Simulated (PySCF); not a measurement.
C4H10BO2, SMILES CCO[B]OCC, doublet at its GFN2-xTB optimised geometry (Å):

```
17

C      1.8057    -2.1329    -1.4446
C      1.8145    -1.4932    -0.0593
O      1.0001    -0.3507     0.0000
B     -0.3584    -0.3507     0.0000
O     -0.9169     0.8880     0.0000
C     -2.2930     1.1606     0.0630
C     -2.8831     0.8326     1.4313
H      0.7977    -2.4581    -1.6936
H      2.1304    -1.4110    -2.1895
H      2.4739    -2.9897    -1.4641
H      2.8278    -1.1624     0.1944
H      1.4910    -2.2303     0.6898
H     -2.4041     2.2303    -0.1465
H     -2.8278     0.5964    -0.7147
H     -2.7646    -0.2292     1.6376
H     -2.3656     1.3951     2.2042
H     -3.9395     1.0864     1.4529
```

Calculation: unrestricted B3LYP/def2-SVP in PySCF.

Map of the HOMO−1 amplitude (α) (bohr^(-3/2)) on the plane z = 0.6 Å; orbital energy -7.72 eV, overall sign arbitrary:

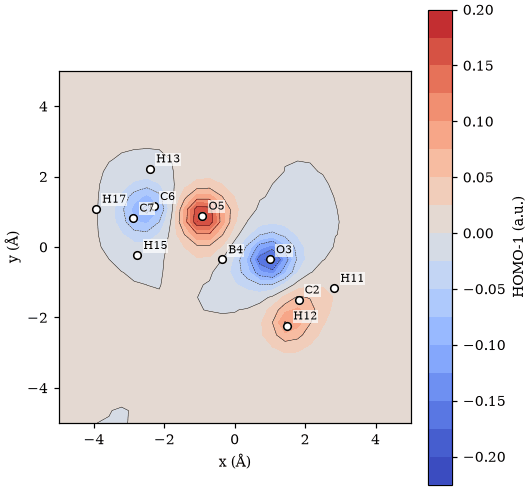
Figure: HOMO−1 amplitude (α) (bohr^(-3/2)) on the plane z = 0.6 Å.
